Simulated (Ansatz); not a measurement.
Start from Al$_{2}$O$_{3}$ in the corundum structure (space group R-3c, No. 167; a = 4.809 Å, c = 13.124 Å (hexagonal axes)).

Perturbation: the cell is scaled by 0.9850 in all directions, atoms relaxed at fixed cell.

Level of theory: PBE (Ansatz, a quantum-chemistry and plane-wave program), no SOC.

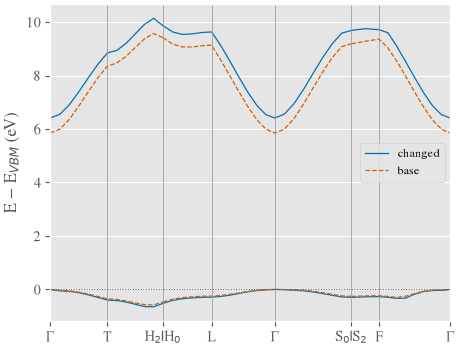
*Highest valence and lowest conduction band along the path, each from its own valence-band maximum*

### Question
Read the changed gap and its character from the plot.

### Answer
About 6.4 eV, direct at Γ.

The cells carry an imposed strain or load. Whether these cells are dynamically stable was not tested.
